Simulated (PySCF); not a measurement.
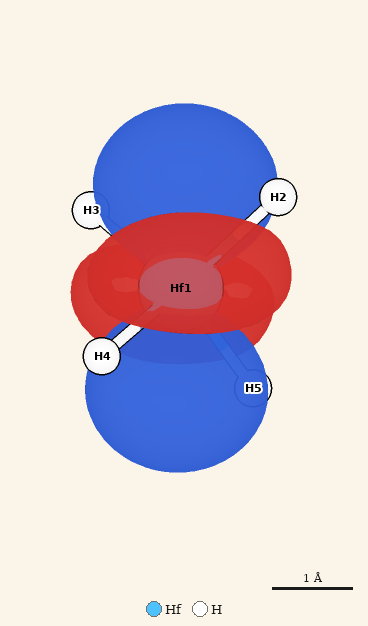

Figure 1: H₄Hf. The LUMO at ±0.1 Å⁻³ᐟ² (blue and red are the two phases), seen at a tilt.

Core potentials replace the inner electrons of Hf.

All numbers below come from RKS PBE0, Hf def2-SVP with ECP60, H def2-SVP; non-relativistic Hamiltonian with scalar-relativistic core potentials where named; density fitting in PySCF 2.14.0.

Input

```
mol = gto.M(atom='''
Hf    -0.00000     0.00000    -0.00000
H      1.06492     1.06492     1.06492
H     -1.06492    -1.06492     1.06492
H      1.06492    -1.06492    -1.06492
H     -1.06492     1.06492    -1.06492''',
    basis={'Hf': 'def2-SVP', 'H': 'def2-SVP'},
    ecp={'Hf': 'def2-SVP'},
    charge=0, spin=0)
mf = dft.RKS(mol, xc='PBE0')
mf.grids.atom_grid = (75, 302)  # f atoms: at least (60, 302), unpruned
mf = mf.density_fit()  # Hf def2-universal-JKFIT, H def2-universal-JKFIT
mf.conv_tol = 1e-09; mf.max_cycle = 55
mf.kernel(dm0)
```

Run with:

```sh
OMP_NUM_THREADS=2 python run.py
```

### Where does this orbital lie, and at what energy?

By Hirshfeld shares it lies mainly on Hf1 (about 85 %). It is one of a degenerate set, so its orientation is arbitrary. Its energy is −2.05 eV.
